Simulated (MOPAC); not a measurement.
# CH6BNSi (SMILES BC1N[SiH2]1): PM6-DH+ (COSMO dichloromethane)

Wanted: a structure relaxation of CH6BNSi. 

Program for the calculation: MOPAC 23.2.5.

6 further runs of the same task are left out: 6 set aside as unsound or not needed.

## Step 1: The molecule

CH6BNSi: 10 atoms, total charge 0, spin state singlet. SMILES: `BC1N[SiH2]1`. Geometry: relaxed at GFN2-xTB. The run starts from this shape.

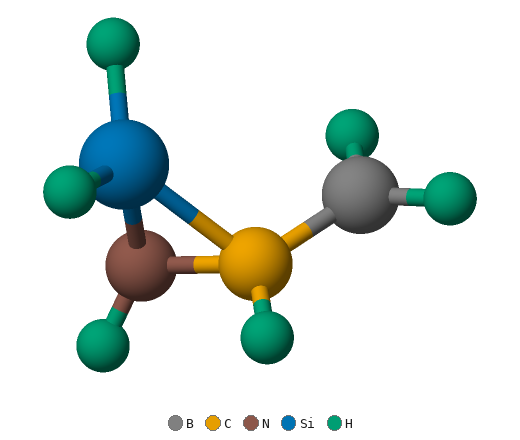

The structure, seen from a chosen angle (boron grey, carbon amber, nitrogen brown, silicon blue, hydrogen teal).

## Step 2: A geometry optimisation at PM6-DH+ (COSMO dichloromethane)

mol.sdf reads:

```

     RDKit          3D

 10 10  0  0  0  0  0  0  0  0999 V2000
   -1.2571    1.0179    0.1500 B   0  0  0  0  0  0  0  0  0  0  0  0
    0.0857    0.5565   -0.3569 C   0  0  2  0  0  0  0  0  0  0  0  0
    0.2349   -0.7761   -1.0137 N   0  0  0  0  0  0  0  0  0  0  0  0
    0.7727   -0.9672    0.5938 Si  0  0  0  0  0  4  0  0  0  0  0  0
   -2.1841    0.3054    0.1188 H   0  0  0  0  0  0  0  0  0  0  0  0
   -1.3443    2.0878    0.6226 H   0  0  0  0  0  0  0  0  0  0  0  0
    0.8697    1.2715   -0.5994 H   0  0  0  0  0  0  0  0  0  0  0  0
    0.7451   -0.8003   -1.8834 H   0  0  0  0  0  0  0  0  0  0  0  0
   -0.0923   -1.8250    1.3731 H   0  0  0  0  0  0  0  0  0  0  0  0
    2.1697   -0.8705    0.9951 H   0  0  0  0  0  0  0  0  0  0  0  0
  2  1  1  0
  3  2  1  0
  4  3  1  0
  4  2  1  0
  5  1  1  0
  6  1  1  0
  2  7  1  6
  8  3  1  0
  9  4  1  0
 10  4  1  0
M  END
$$$$
```

run.mop reads:

```
PM6-DH+ CYCLES=200 EPS=8.93 BFGS GNORM=1 AUX(PRECISION=6) THREADS=1


B  -1.25710 1  1.01790 1  0.15000 1
C   0.08570 1  0.55650 1 -0.35690 1
N   0.23490 1 -0.77610 1 -1.01370 1
Si  0.77270 1 -0.96720 1  0.59380 1
H  -2.18410 1  0.30540 1  0.11880 1
H  -1.34430 1  2.08780 1  0.62260 1
H   0.86970 1  1.27150 1 -0.59940 1
H   0.74510 1 -0.80030 1 -1.88340 1
H  -0.09230 1 -1.82500 1  1.37310 1
H   2.16970 1 -0.87050 1  0.99510 1
```

Run with:

```bash
$ obabel mol.sdf -omop -xk "PM6-DH+ CYCLES=200 EPS=8.93 BFGS GNORM=1 AUX(PRECISION=6) THREADS=1" -O run.mop
$ mopac run.mop
```

What values should one expect? Wanted: dipole moment; HOMO energy; LUMO energy; HOMO–LUMO gap; heat of formation.

Computed results:

At PM6-DH+ (COSMO dichloromethane):

```
         quantity          value
    dipole moment         1.31 D
      HOMO energy       -9.21 eV
      LUMO energy       -0.23 eV
    HOMO–LUMO gap        8.98 eV
heat of formation  37.9 kcal/mol
```

What this shows: At the final geometry: Bond lengths: B1–C2 1.535 Å, C2–N3 1.539 Å, C2–Si4 1.880 Å, N3–Si4 1.671 Å, B1–H5 1.184 Å, B1–H6 1.184 Å, C2–H7 1.108 Å, N3–H8 0.998 Å, Si4–H9 1.453 Å, Si4–H10 1.453 Å. Some angles: B1–C2–N3 119.4°, B1–C2–Si4 122.2°, N3–C2–Si4 57.5°, C2–N3–Si4 71.6°, C2–Si4–N3 51.0°, B1–C2–H7 111.0°, N3–C2–H7 114.5°, Si4–C2–H7 121.9°, C2–B1–H5 121.0°, C2–B1–H6 118.0°. The optimisation took 22 steps and changed the energy by -0.260 eV.
